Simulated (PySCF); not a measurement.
```xyz
17

C     3.3424   -0.4173    0.0660
N     1.9984   -0.0791    0.3911
C     1.0593   -0.3523   -0.4062
C    -0.3226   -0.0151   -0.1095
C    -0.7220    0.6034    1.0209
Ge   -2.6516    0.8381    0.9564
C    -2.6277   -0.0312   -0.7894
C    -1.3658   -0.3539   -1.0844
H     3.9350    0.4994    0.0724
H     3.4518   -0.9180   -0.9075
H     3.7324   -1.0648    0.8534
H     1.2380   -0.8582   -1.3706
H    -0.0094    0.8809    1.7774
H    -3.4185    0.1127    2.0220
H    -3.1253    2.2619    0.9522
H    -3.4482   -0.2448   -1.4532
H    -1.0731   -0.8497   -2.0008
```

Geometry: GFN2-xTB.

Level of theory: B3LYP/def2-SVPD, SCF density, gas phase in PySCF.

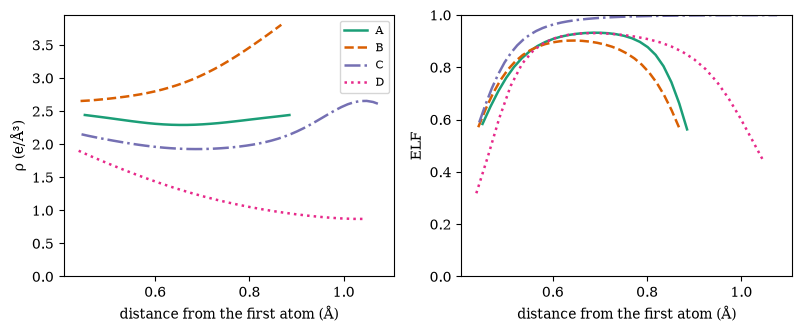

C$_{6}$H$_{9}$GeN (SMILES C/N=C/C1=[CH][GeH2][CH]=C1). Total electron density and ELF along straight lines between neighbouring atoms. The curves leave out the atomic cores.

Question: Which curve belongs to which contact (C–C, C–Ge, C–H and C–N)? The first atom named is at distance zero.

Answer: Curve A: C–C (1.34 Å): ρ is about 2.3 e/Å³ halfway; the ELF peaks at about 0.95 between the atoms; a short, multiple covalent bond. Curve B: C–N (1.26 Å): ρ is about 2.9 e/Å³ halfway; the ELF peaks at about 0.90 between the atoms: a multiple bond. Curve C: C–H (1.08 Å): the density is about 2 e/Å³ at the midpoint; the ELF climbs to about 1 towards the hydrogen, as it does in any bond to H: a covalent bond by its length. Curve D: C–Ge (1.94 Å): the density is about 0.89 e/Å³ at the midpoint; the ELF peaks at about 0.95 in the valence shell of C, 0.7 Å from its nucleus, and is about 0.70 at the midpoint.
